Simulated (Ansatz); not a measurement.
**B(H2O)F3 (BF3H2O): geometry, orbitals and charge**

What does B(H2O)F3 (BF3H2O) look like as a singlet, and where do its frontier electrons sit?

Computed with Ansatz 0.2.0, Gaussian basis. Level: RKS PBE0-D4/def2-TZVP.

Plan: relaxation at r2SCAN-D4/def2-SVP; a search for the lowest solution at PBE0-D4/def2-SVP; a single point at PBE0-D4/def2-TZVP.

### 1 Where the work starts

7 atoms, charge 0, spin multiplicity 1.

Atoms are counted from 1 here; the program's logs count them from 0.

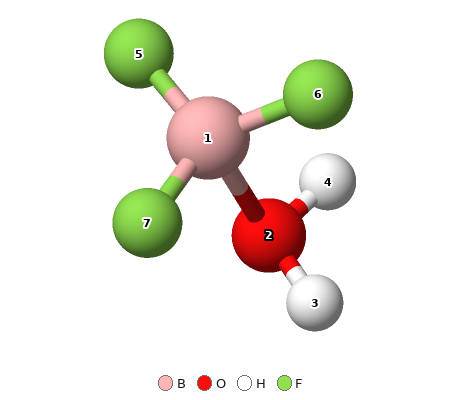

The starting geometry (boron pink, oxygen red, hydrogen white, fluorine green); atoms are numbered from 1 in the order of the file.

As a file:

```csv
atom,x (Å),y (Å),z (Å)
B1,0.0819,-0.1217,-0.7299
O2,0.1061,-0.1165,1.0616
H3,-0.8207,-0.2033,1.3234
H4,0.4366,0.7585,1.3072
F5,1.3753,-0.1034,-1.0280
F6,-0.5836,1.0234,-0.9499
F7,-0.5957,-1.2371,-0.9844
```

The start is a GFN2-xTB geometry.

### 2 Relaxation at r2SCAN-D4/def2-SVP

Contents of in.yaml:

```yaml
crystal:
  periodic: [false, false, false]
  atoms:
    - {symbol: B, position_ang: [0.081930, -0.121670, -0.729870]}
    - {symbol: O, position_ang: [0.106100, -0.116480, 1.061580]}
    - {symbol: H, position_ang: [-0.820710, -0.203290, 1.323430]}
    - {symbol: H, position_ang: [0.436650, 0.758530, 1.307160]}
    - {symbol: F, position_ang: [1.375290, -0.103440, -1.027970]}
    - {symbol: F, position_ang: [-0.583550, 1.023410, -0.949940]}
    - {symbol: F, position_ang: [-0.595720, -1.237060, -0.984390]}
basis:
  gaussian: {orbitals: def2-SVP}
hamiltonian: {xc: r2scan, dispersion: d4}
scf: {omitted_lower_state_checks: [starts]}
output: {orbitals: {seedname: orbitals}}
relax: {f_tol: 0.02, max_steps: 100}
```

Started as:

```bash
> ansatz run in.yaml --threads 4 --pin off --events-out ev --progress --plain --max-ram 3916MiB
```

After this run come: Searching for the lowest solution, PBE0-D4/def2-SVP; Single point, PBE0-D4/def2-TZVP.

Q: Predict the results of all the runs planned. Wanted: point group; commonest bond, hydrogen aside; HOMO, LUMO at PBE0-D4/def2-TZVP; dipole at r2SCAN-D4/def2-SVP.

**Answer**, as computed:

| quantity | value |
| --- | --- |
| point group | Cs |
| commonest bond, hydrogen aside | B–F, 3 of mean length 1.350 Å |
| HOMO, LUMO at PBE0-D4/def2-TZVP | -10.92, -0.29 eV |
| dipole at r2SCAN-D4/def2-SVP | 4.59 D |

What this shows: The molecule keeps its bonding pattern by the stored test; the atoms moved 0.35 Å (rms). No usable vibrations, so a minimum isn't proven. The HOMO lies nearest to F5 41 %; F6, F7 about 29 % each and the LUMO to H3, H4 about 37 % each; O2 13 %. The point group is read from a loosely relaxed geometry; soft torsions can leave it below the true symmetry.
